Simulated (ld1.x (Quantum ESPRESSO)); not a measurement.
**A TM potential for F, from input to tests**

Task: generate the file, and judge it by its errors in other configurations, its logarithmic derivatives, its ghosts and its cutoff.

Method: ld1.x (Quantum ESPRESSO) 7.5, PBE, scalar-relativistic.

## Step 1: The atom and the settings

Typed settings, in words:

| Item | Value |
| --- | --- |
| element | fluorine (F, Z = 9) |
| type | norm-conserving Troullier–Martins (Kleinman–Bylander form) |
| frozen core | [He] |
| valence charge | 7 |
| reference configuration | 2s2 2p5 |
| partial waves | 2p (bound): rc 1.90 bohr; 2s (bound): rc 0.75 bohr |
| local potential | the s channel |
| core correction | Bessel-smoothed model core inside 0.70 bohr |

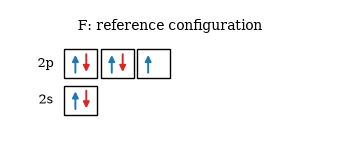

The outer shells as boxes. The arrows follow Hund's rule for the drawing; the calculation itself is spin-unpolarised.

The nodes and maxima of the atom's own shells, from an earlier all-electron run, set the scale for the radii.

All-electron outer shells of the reference configuration (PBE, scalar-relativistic, ld1.x):

| shell | level (eV) | outermost node (bohr) | outermost maximum (bohr) |
| --- | --- | --- | --- |
| 1s | -663.37 | – | 0.11 |
| 2s | -29.90 | 0.24 | 0.76 |
| 2p | -11.11 | – | 0.71 |

## Step 2: Generating the potential

File F.in:

```
 &input
   title='F', zed=9., rel=1, dft='PBE', iswitch=3,
   config='[He] 2s2 2p5',
   nld=2, rlderiv=2.05, eminld=-4.0, emaxld=5.0, deld=0.02
 /
 &inputp
   pseudotype=2, tm=.true., lloc=0,
   nlcc=.true., new_core_ps=.true., rcore=0.70,
   file_pseudopw='F.UPF', file_wfcaegen='ae.wfc', file_wfcncgen='nc.wfc', file_beta='beta', file_chi='chi'
 /
2
2P  2  1   5.00   0.00  1.90  1.90  0.0
2S  1  0   2.00   0.00  0.75  0.75  0.0
 &test
   configts(1)='2s2 2p5'
 /
```

Command:

```bash
$ ld1.x < F.in > F.out
```

The output, F.out (without the banner and most projector matrices):

```text
     Program LD1 v.7.5
     --------------------------- All-electron run ----------------------------

     F
     scalar relativistic calculation

     atomic number is  9.00
     dft =PBE   lsd =0 sic =0 latt =0  beta=0.20 tr2=1.0E-14
     Exchange-correlation= PBE
                           (   1   4   3   4   0   0   0)
     mesh =1105 r(mesh) =  99.76081 a.u. xmin = -7.00 dx = 0.01250
     1 Ry =  13.60569312 eV, c = 137.03599908

     n l     nl                  e(Ry)          e(Ha)          e(eV)
     1 0     1S 1( 2.00)       -48.7570       -24.3785      -663.3734
     2 0     2S 1( 2.00)        -2.1976        -1.0988       -29.8996
     2 1     2P 1( 5.00)        -0.8167        -0.4083       -11.1117

     final scf error:  6.3E-15 reached in  26 iterations

     Etot =    -199.489330 Ry,     -99.744665 Ha,   -2714.190600 eV

     Ekin =     199.322998 Ry,      99.661499 Ha,    2711.927538 eV
     Encl =    -477.724055 Ry,    -238.862027 Ha,   -6499.766885 eV
     Eh   =      99.339620 Ry,      49.669810 Ha,    1351.584389 eV
     Exc  =     -20.427893 Ry,     -10.213946 Ha,    -277.935642 eV

     normalization and overlap integrals

     s(1S/1S) =  1.000000  <r> =   0.1763  <r2> =    0.0420  r(max) =   0.1139
     s(2S/2S) =  1.000000  <r> =   1.0034  <r2> =    1.2282  r(max) =   0.7617
     s(2P/2P) =  1.000000  <r> =   1.1050  <r2> =    1.6384  r(max) =   0.7066

     ------------------------ End of All-electron run ------------------------

     --------------------- Generating NC pseudopotential ---------------------

      Generating local pot.: lloc=0, matching radius rcloc =   0.7500

      Computing core charge for nlcc:

       r > 0.71 : true rho core
      Core charge pseudized with two Bessel functions
      Integrated core pseudo-charge :   0.10

      Wfc   2P  rcut= 1.921  Using Troullier-Martins method

     ------------------- End of pseudopotential generation -------------------

     [... the all-electron block is printed once more ...]


     Computing logarithmic derivative in   2.05761
     Computing logarithmic derivative in   2.05761
     Computing the partial wave expansion
       no projector for channel:   0
     R is outside the sphere for l=    1 j= 0.00

     ---------------------- Testing the pseudopotential ----------------------

     F
     scalar relativistic calculation

     atomic number is  9.00   valence charge is  7.00
     dft =PBE   lsd =0 sic =0 latt =0  beta=0.20 tr2=1.0E-14
     mesh =1105 r(mesh) =  99.76081 xmin = -7.00 dx = 0.01250

     n l     nl             e AE (Ry)        e PS (Ry)    De AE-PS (Ry)
     1 0     2S   1( 2.00)       -2.19758       -2.19765        0.00007
     2 1     2P   1( 5.00)       -0.81670       -0.81670        0.00000

     eps = 8.5E-15  iter = 13

     Etot =    -199.489330 Ry,     -99.744665 Ha,   -2714.190600 eV
     Etotps =   -46.562065 Ry,     -23.281033 Ha,    -633.509174 eV

     Ekin =      28.591475 Ry,      14.295737 Ha,     389.006831 eV
     Encl =     -97.920248 Ry,     -48.960124 Ha,   -1332.272840 eV
     Ehrt =      40.511163 Ry,      20.255581 Ha,     551.182448 eV
     Ecxc =      -8.890882 Ry,      -4.445441 Ha,    -120.966608 eV
     (Ecc =      -0.099318 Ry,      -0.049659 Ha,      -1.351295 eV)
     Epseu=      -8.853574 Ry,      -4.426787 Ha,    -120.459004 eV

     ---------------------- End of pseudopotential test ----------------------
```

It took 1.1 s on 1 thread of Neoverse-V2, shared host. This counts the later configuration tests of the new file too.

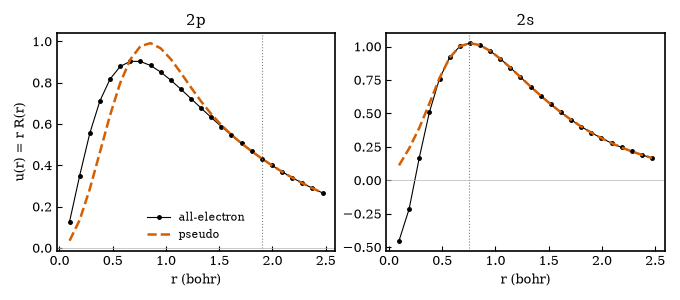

Bound waves of the atom and their pseudo partners (2p, 2s), with the matching radii dotted. The curves join 26 sampled radii.

## Step 3: Configuration tests

File F.test.in:

```
 &input
   title='F', zed=9., rel=1, dft='PBE', iswitch=2,
   config='[He] 2s2 2p5'
 /
 &test
   file_pseudo='F.UPF', nconf=8,
   configts(1)='2s2 2p5',
   configts(2)='2s2 2p4',
   configts(3)='2s2 2p3',
   configts(4)='2s2 2p2',
   configts(5)='2s2 2p4.5',
   configts(6)='2s2 2p5.3',
   configts(7)='2s1 2p5',
   configts(8)='2s2 2p1'
 /
```

Command:

```bash
$ ld1.x < F.test.in > F.test.out
```

F.test.out, the pseudopotential blocks, each with the warnings that came before it:

```text
     ---------------------- Testing the pseudopotential ----------------------

     F
     scalar relativistic calculation

     atomic number is  9.00   valence charge is  7.00
     dft =PBE   lsd =0 sic =0 latt =0  beta=0.20 tr2=1.0E-14
     mesh =1105 r(mesh) =  99.76081 xmin = -7.00 dx = 0.01250

     n l     nl             e AE (Ry)        e PS (Ry)    De AE-PS (Ry)
     1 0     2S   1( 2.00)       -2.19758       -2.19765        0.00007
     2 1     2P   1( 5.00)       -0.81670       -0.81670        0.00000

     eps = 7.2E-15  iter = 13

     Etot =    -199.489330 Ry,     -99.744665 Ha,   -2714.190600 eV
     Etotps =   -46.562066 Ry,     -23.281033 Ha,    -633.509176 eV

     Ekin =      28.591475 Ry,      14.295737 Ha,     389.006829 eV
     Encl =     -97.920248 Ry,     -48.960124 Ha,   -1332.272841 eV
     Ehrt =      40.511163 Ry,      20.255581 Ha,     551.182448 eV
     Ecxc =      -8.890882 Ry,      -4.445441 Ha,    -120.966608 eV
     (Ecc =      -0.099318 Ry,      -0.049659 Ha,      -1.351295 eV)
     Epseu=      -8.853574 Ry,      -4.426787 Ha,    -120.459004 eV

     ---------------------- End of pseudopotential test ----------------------

     ---------------------- Testing the pseudopotential ----------------------

     F
     scalar relativistic calculation

     atomic number is  9.00   valence charge is  7.00
     dft =PBE   lsd =0 sic =0 latt =0  beta=0.20 tr2=1.0E-14
     mesh =1105 r(mesh) =  99.76081 xmin = -7.00 dx = 0.01250

     n l     nl             e AE (Ry)        e PS (Ry)    De AE-PS (Ry)
     1 0     2S   1( 2.00)       -3.48292       -3.48733        0.00441
     2 1     2P   1( 4.00)       -2.08065       -2.06307       -0.01758  !

     eps = 1.2E-15  iter =  9

     Etot =    -198.064175 Ry,     -99.032088 Ha,   -2694.800384 eV
     Etotps =   -45.142887 Ry,     -22.571443 Ha,    -614.200266 eV
     dEtot_ae =       1.425155 Ry
     dEtot_ps =       1.419179 Ry,   Delta E=       0.005976 Ry

     Ekin =      26.505320 Ry,      13.252660 Ha,     360.623245 eV
     Encl =     -87.764457 Ry,     -43.882228 Ha,   -1194.096264 eV
     Ehrt =      32.026702 Ry,      16.013351 Ha,     435.745483 eV
     Ecxc =      -7.840987 Ry,      -3.920494 Ha,    -106.682064 eV
     (Ecc =      -0.099318 Ry,      -0.049659 Ha,      -1.351295 eV)
     Epseu=      -8.069465 Ry,      -4.034733 Ha,    -109.790666 eV

     ---------------------- End of pseudopotential test ----------------------

     Warning: n=2, l=1 expected 0 nodes, found 1
     ---------------------- Testing the pseudopotential ----------------------

     F
     scalar relativistic calculation

     atomic number is  9.00   valence charge is  7.00
     dft =PBE   lsd =0 sic =0 latt =0  beta=0.20 tr2=1.0E-14
     mesh =1105 r(mesh) =  99.76081 xmin = -7.00 dx = 0.01250

     n l     nl             e AE (Ry)        e PS (Ry)    De AE-PS (Ry)
     1 0     2S   1( 2.00)       -4.99731       -4.98382       -0.01349  !
     2 1     2P   1( 3.00)       -3.60167       -3.51993       -0.08174  !

     eps = 4.4E-18  iter =  9

     Etot =    -195.242940 Ry,     -97.621470 Ha,   -2656.415526 eV
     Etotps =   -42.366162 Ry,     -21.183081 Ha,    -576.421005 eV
     dEtot_ae =       4.246390 Ry
     dEtot_ps =       4.195903 Ry,   Delta E=       0.050487 Ry

     Ekin =      23.130101 Ry,      11.565051 Ha,     314.701060 eV
     Encl =     -75.727401 Ry,     -37.863700 Ha,   -1030.323773 eV
     Ehrt =      23.573969 Ry,      11.786985 Ha,     320.740194 eV
     Ecxc =      -6.586899 Ry,      -3.293450 Ha,     -89.619327 eV
     (Ecc =      -0.099318 Ry,      -0.049659 Ha,      -1.351295 eV)
     Epseu=      -6.755934 Ry,      -3.377967 Ha,     -91.919159 eV

     ---------------------- End of pseudopotential test ----------------------

     ---------------------- Testing the pseudopotential ----------------------

     F
     scalar relativistic calculation

     atomic number is  9.00   valence charge is  7.00
     dft =PBE   lsd =0 sic =0 latt =0  beta=0.20 tr2=1.0E-14
     mesh =1105 r(mesh) =  99.76081 xmin = -7.00 dx = 0.01250

     n l     nl             e AE (Ry)        e PS (Ry)    De AE-PS (Ry)
     1 0     2S   1( 2.00)       -6.70364       -6.63243       -0.07121  !
     2 1     2P   1( 2.00)       -5.34782       -5.13006       -0.21776  !

     eps = 9.1E-15  iter = 13

     Etot =    -190.786158 Ry,     -95.393079 Ha,   -2595.777923 eV
     Etotps =   -38.052045 Ry,     -19.026023 Ha,    -517.724448 eV
     dEtot_ae =       8.703171 Ry
     dEtot_ps =       8.510021 Ry,   Delta E=       0.193151 Ry

     Ekin =      18.569982 Ry,       9.284991 Ha,     252.657480 eV
     Encl =     -62.316302 Ry,     -31.158151 Ha,    -847.856487 eV
     Ehrt =      15.855994 Ry,       7.927997 Ha,     215.731789 eV
     Ecxc =      -5.218275 Ry,      -2.609138 Ha,     -70.998251 eV
     (Ecc =      -0.099318 Ry,      -0.049659 Ha,      -1.351295 eV)
     Epseu=      -4.943444 Ry,      -2.471722 Ha,     -67.258979 eV

     ---------------------- End of pseudopotential test ----------------------

     ---------------------- Testing the pseudopotential ----------------------

     F
     scalar relativistic calculation

     atomic number is  9.00   valence charge is  7.00
     dft =PBE   lsd =0 sic =0 latt =0  beta=0.20 tr2=1.0E-14
     mesh =1105 r(mesh) =  99.76081 xmin = -7.00 dx = 0.01250

     n l     nl             e AE (Ry)        e PS (Ry)    De AE-PS (Ry)
     1 0     2S   1( 2.00)       -2.80814       -2.81195        0.00381
     2 1     2P   1( 4.50)       -1.41356       -1.40884       -0.00471

     eps = 5.8E-17  iter = 12

     Etot =    -198.934914 Ry,     -99.467457 Ha,   -2706.647396 eV
     Etotps =   -46.008521 Ry,     -23.004261 Ha,    -625.977820 eV
     dEtot_ae =       0.554415 Ry
     dEtot_ps =       0.553544 Ry,   Delta E=       0.000871 Ry

     Ekin =      27.714913 Ry,      13.857457 Ha,     377.080607 eV
     Encl =     -93.120225 Ry,     -46.560112 Ha,   -1266.965205 eV
     Ehrt =      36.323575 Ry,      18.161788 Ha,     494.207417 eV
     Ecxc =      -8.398232 Ry,      -4.199116 Ha,    -114.263761 eV
     (Ecc =      -0.099318 Ry,      -0.049659 Ha,      -1.351295 eV)
     Epseu=      -8.528553 Ry,      -4.264277 Ha,    -116.036878 eV

     ---------------------- End of pseudopotential test ----------------------

     ---------------------- Testing the pseudopotential ----------------------

     F
     scalar relativistic calculation

     atomic number is  9.00   valence charge is  7.00
     dft =PBE   lsd =0 sic =0 latt =0  beta=0.20 tr2=1.0E-14
     mesh =1105 r(mesh) =  99.76081 xmin = -7.00 dx = 0.01250

     n l     nl             e AE (Ry)        e PS (Ry)    De AE-PS (Ry)
     1 0     2S   1( 2.00)       -1.86725       -1.86462       -0.00264
     2 1     2P   1( 5.30)       -0.49676       -0.49717        0.00041

     eps = 5.1E-16  iter = 12

     Etot =    -199.685554 Ry,     -99.842777 Ha,   -2716.860368 eV
     Etotps =   -46.758403 Ry,     -23.379201 Ha,    -636.180482 eV
     dEtot_ae =      -0.196224 Ry
     dEtot_ps =      -0.196337 Ry,   Delta E=       0.000113 Ry

     Ekin =      28.954864 Ry,      14.477432 Ha,     393.950998 eV
     Encl =    -100.480576 Ry,     -50.240288 Ha,   -1367.107885 eV
     Ehrt =      42.900044 Ry,      21.450022 Ha,     583.684838 eV
     Ecxc =      -9.147874 Ry,      -4.573937 Ha,    -124.463171 eV
     (Ecc =      -0.099318 Ry,      -0.049659 Ha,      -1.351295 eV)
     Epseu=      -8.984861 Ry,      -4.492430 Ha,    -122.245261 eV

     ---------------------- End of pseudopotential test ----------------------

     ---------------------- Testing the pseudopotential ----------------------

     F
     scalar relativistic calculation

     atomic number is  9.00   valence charge is  7.00
     dft =PBE   lsd =0 sic =0 latt =0  beta=0.20 tr2=1.0E-14
     mesh =1105 r(mesh) =  99.76081 xmin = -7.00 dx = 0.01250

     n l     nl             e AE (Ry)        e PS (Ry)    De AE-PS (Ry)
     1 0     2S   1( 1.00)       -3.49542       -3.53217        0.03675  !
     2 1     2P   1( 5.00)       -2.08974       -2.10360        0.01386  !

     eps = 6.9E-15  iter = 11

     Etot =    -196.660171 Ry,     -98.330085 Ha,   -2675.697932 eV
     Etotps =   -43.716438 Ry,     -21.858219 Ha,    -594.792439 eV
     dEtot_ae =       2.829159 Ry
     dEtot_ps =       2.845628 Ry,   Delta E=      -0.016469 Ry

     Ekin =      29.974900 Ry,      14.987450 Ha,     407.829286 eV
     Encl =     -87.461126 Ry,     -43.730563 Ha,   -1189.969241 eV
     Ehrt =      31.765556 Ry,      15.882778 Ha,     432.192408 eV
     Ecxc =      -7.791177 Ry,      -3.895588 Ha,    -106.004357 eV
     (Ecc =      -0.099318 Ry,      -0.049659 Ha,      -1.351295 eV)
     Epseu=     -10.204591 Ry,      -5.102296 Ha,    -138.840535 eV

     ---------------------- End of pseudopotential test ----------------------

     ---------------------- Testing the pseudopotential ----------------------

     F
     scalar relativistic calculation

     atomic number is  9.00   valence charge is  7.00
     dft =PBE   lsd =0 sic =0 latt =0  beta=0.20 tr2=1.0E-14
     mesh =1105 r(mesh) =  99.76081 xmin = -7.00 dx = 0.01250

     n l     nl             e AE (Ry)        e PS (Ry)    De AE-PS (Ry)
     1 0     2S   1( 2.00)       -8.57765       -8.39467       -0.18298  !
     2 1     2P   1( 1.00)       -7.29740       -6.85152       -0.44588  !

     eps = 3.3E-15  iter =  7

     Etot =    -184.479831 Ry,     -92.239915 Ha,   -2509.975963 eV
     Etotps =   -32.068906 Ry,     -16.034453 Ha,    -436.319698 eV
     dEtot_ae =      15.009499 Ry
     dEtot_ps =      14.493159 Ry,   Delta E=       0.516340 Ry

     Ekin =      12.935862 Ry,       6.467931 Ha,     176.001373 eV
     Encl =     -47.862347 Ry,     -23.931173 Ha,    -651.200405 eV
     Ehrt =       9.342474 Ry,       4.671237 Ha,     127.110828 eV
     Ecxc =      -3.808753 Ry,      -1.904376 Ha,     -51.820722 eV
     (Ecc =      -0.099318 Ry,      -0.049659 Ha,      -1.351295 eV)
     Epseu=      -2.676142 Ry,      -1.338071 Ha,     -36.410772 eV

     ---------------------- End of pseudopotential test ----------------------
```

Excitation and ionisation energies from 2s2 2p5, with the error of the potential. A star marks tests that logged a warning. The frozen-core shift comes from a second all-electron run, not shown, with the core orbitals held at their reference shape; it is that run's ΔE less the relaxed one.

```csv
valence configuration,charge,ΔE all-electron (eV),error AE − PS (meV),frozen-core shift (meV)
2s2 2p4,+1,19.390,+81,+0.1
2s2 2p3 *,+2,57.775,+687,+0.8
2s2 2p2,+3,118.413,+2628,+4.3
2s2 2p4.5,+0.5,7.543,+12,0.0
2s2 2p5.3,-0.3,-2.670,+1.5,0.0
2s1 2p5,+1,38.493,-224,+0.6
2s2 2p1,+4,204.215,+7025,+15
```

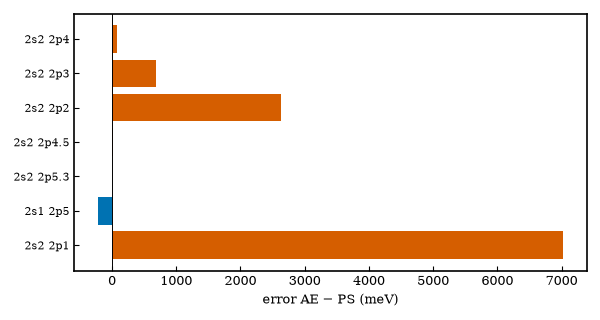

Error of the potential in each test configuration.

## Step 4: Does it scatter like the atom?

Taken from the files of the generation run. The phase is arctan(r·u′/u) with u = r·R, unwrapped, with energies in Ry. A pole is an energy at which the radial function vanishes at the test radius. The pseudo phase is shifted by a multiple of π to meet the all-electron one at the reference energy. Levels narrower than the energy grid can be missing from the poles. The last column is the largest difference on the grid between −1 and +1 Ry.

```tsv
channel	radius (bohr)	reference (Ry)	poles AE	poles PS	window around the reference with phases within 0.05 rad (Ry)	largest difference near zero (rad)
s	2.06	-2.20	-1.93	-1.93	the whole range	0.002
p	2.06	-0.82	-0.46	-0.45	below 1.5	0.018
```

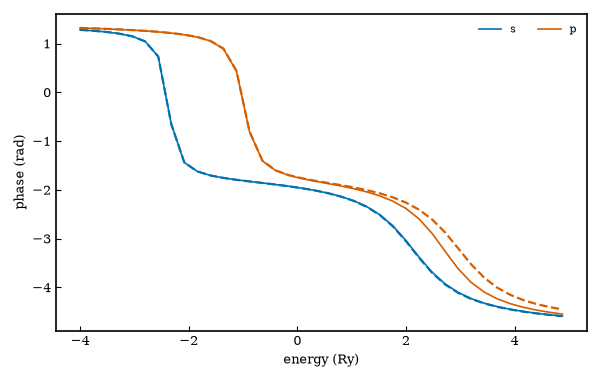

Phases by channel: all-electron solid, pseudo dashed.

## Step 5: Cutoff and ghost test in a Bessel basis

This step uses the generator's waves and projectors in a separate script. Basis: spherical Bessel functions vanishing at 20 bohr, q² up to the cutoff; potential fixed at the reference.

All-electron valence levels (Ry): 2p -0.8167, 2s -2.1976. The lowest levels of each channel (Ry) by cutoff; the last column sums, over occupied levels, occupation times the distance from the level at 400 Ry. A positive value at high cutoff is not a bound level.

| cutoff (Ry) | p #1 | s #1 | d #1 | f #1 | Σ f·Δε (mRy) |
| --- | --- | --- | --- | --- | --- |
| 8 | -0.0305 | -1.8903 | 0.0806 | 0.1213 | 4545.5 |
| 15 | -0.3091 | -1.9587 | 0.0806 | 0.1213 | 3015.8 |
| 25 | -0.6813 | -1.9766 | 0.0806 | 0.1213 | 1119.1 |
| 40 | -0.8108 | -2.0724 | 0.0806 | 0.1213 | 279.7 |
| 55 | -0.8163 | -2.1421 | 0.0806 | 0.1213 | 112.8 |
| 70 | -0.8164 | -2.1759 | 0.0806 | 0.1213 | 44.7 |
| 100 | -0.8167 | -2.1921 | 0.0806 | 0.1213 | 11.1 |
| 120 | -0.8167 | -2.1926 | 0.0806 | 0.1213 | 9.9 |
| 140 | -0.8167 | -2.1929 | 0.0806 | 0.1213 | 9.3 |
| 200 | -0.8167 | -2.1963 | 0.0806 | 0.1213 | 2.7 |
| 230 | -0.8167 | -2.1971 | 0.0806 | 0.1213 | 1.0 |
| 300 | -0.8167 | -2.1975 | 0.0806 | 0.1213 | 0.2 |
| 400 | -0.8167 | -2.1976 | 0.0806 | 0.1213 | 0.0 |

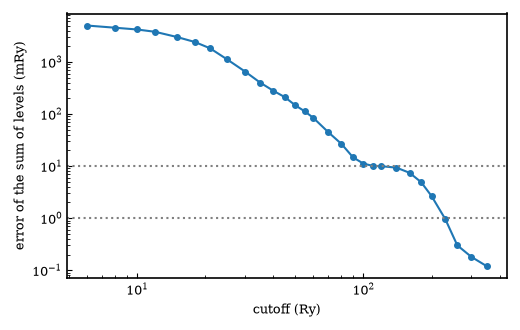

Occupation-weighted error of the valence levels against the cutoff; the dotted lines mark 10 and 1 mRy.

The sum stays within 10 mRy from 120 Ry and within 1 mRy from 230 Ry. The sum leaves out empty levels, which can need more. Ghost test: no level below the all-electron spectrum of its channel (p, s, d, f tested).

## Step 6: Summary of results

| quantity | value |
| --- | --- |
| cutoffs for 10 and 1 mRy, occupied levels | 120 Ry and 230 Ry |
| bound ghosts | none found |
| largest test error (AE − PS) | +7025 meV, for 2s2 2p1 |
| largest phase difference near zero energy, channels read | 0.018 rad |

What this shows: By total energies transferability is poor: the largest error is 7025 meV on 204.2 eV, for 2s2 2p1. That test lies far up in energy; among those under 40 eV, nearer to bonding, the largest error is 224 meV. Freezing the core alone would shift it much less, so the error comes from the pseudisation. The potential is hard: the looser tolerance needs 120 Ry. The slowest occupied level is 2s: taken alone it needs 230 Ry to come within 1 mRy, against 50 Ry for 2p. It is free of bound ghosts as far as tested. Near zero energy the phases of the channels with partial waves agree within 0.018 rad. All of this concerns the isolated atom, not yet a solid.
